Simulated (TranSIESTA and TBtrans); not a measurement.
System: Au chain with one bond stretched by 0.6 Å. Leads: straight Au chain, spacing 2.703 Å. Geometry: as built, not relaxed.

TranSIESTA and TBtrans, PBE, DZP numerical orbitals (energy shift 0.15 eV), PseudoDojo norm-conserving scalar-relativistic potentials, mesh cutoff 200 Ry, 300 K, no spin polarisation, no spin-orbit coupling; self-consistent non-equilibrium Green functions.

Energies count from the leads' Fermi level. Transmissions are for one spin of a degenerate pair. The energy step is 0.01 eV; narrower resonances are cut or missed.

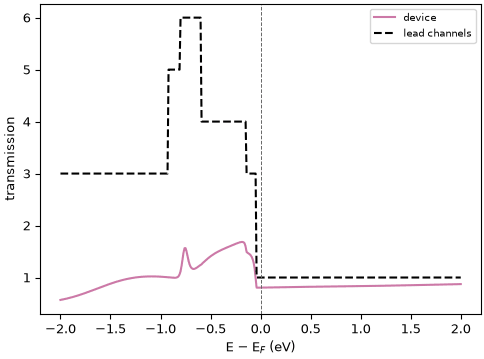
Figure: Transmission against energy

```
E (eV)     T  lead channels
------  ----  -------------
-2.00   0.57              3
-1.80   0.67              3
-1.60   0.81              3
-1.40   0.94              3
-1.20   1.01              3
-1.00   1.02              3
-0.80   1.12      band edge
-0.60   1.24      band edge
-0.40   1.52              4
-0.20   1.68              4
0.00    0.81              1
0.20    0.81              1
0.40    0.82              1
0.60    0.82              1
0.80    0.83              1
1.00    0.83              1
1.20    0.84              1
1.40    0.85              1
1.60    0.86              1
1.80    0.86              1
2.00    0.87              1
```

The leads' channel count changes near -0.04 eV, within the thermal window, so values at the Fermi level hang on where that band edge falls. The straight chain is held at its spacing; free chains may zigzag or dimerise. No spin-polarised start was tried, so a magnetic state, if there is one, is missed. Spin-orbit coupling, left out here, matters for the heavy atoms.
